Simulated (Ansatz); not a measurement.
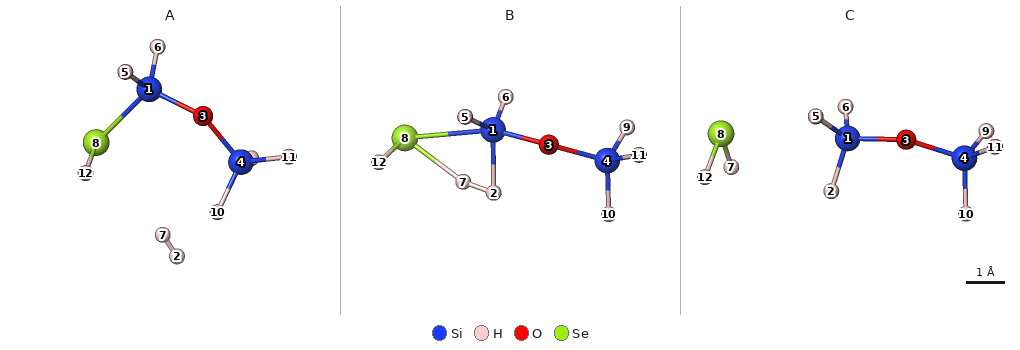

Three geometries of Si2H8SeO: a saddle point and the two minima that it joins, in shuffled order. The picture is a ball-and-stick view, seen from a free direction. Sticks join atoms that are closer than about 1.2 times the sum of their covalent radii (a little more with hydrogen).

Stationary points at PBE0-D4/def2-TZVP, single-point energies with B2PLYP, B97M-V, BHLYP-D4 (def2-TZVPP where no basis is named; Ansatz 0.2.0). The energies are electronic, without zero-point or thermal terms, and both ends are the minima reached downhill from the saddle, with any fragments still in contact.

Which frame is the transition state, what reaction does it lead through, and what barrier is to be expected?

Answer. Frame B is the saddle point. Counted by bonded pieces, C holds H₂Se + Si₂H₆O and A holds H₂ + Si₂H₆SeO. From C over the saddle to A, bonds form: Si1–Se8 (3.53 → 2.63 → 2.28 Å), H2–H7 (3.35 → 0.91 → 0.75 Å). Bonds break: Si1–H2 (1.49 → 1.73 → 5.29 Å), H7–Se8 (1.47 → 1.96 → 3.32 Å). The saddle has one imaginary mode, 808i cm⁻¹. With B2PLYP the barrier is 180.8 kJ/mol from C and 222.4 kJ/mol from A, and A lies 41.6 kJ/mol below C.

```tsv
level	barrier from C (kJ/mol)	barrier from A (kJ/mol)	A less C (kJ/mol)
B2PLYP	180.8	222.4	−41.6
B97M-V	172.7	212.9	−40.1
BHLYP-D4	193.8	234.9	−41.1
```

Limits of the set-up: the start holds two separate molecules, 3.3 Å apart at their closest, whose relative position is a soft coordinate.
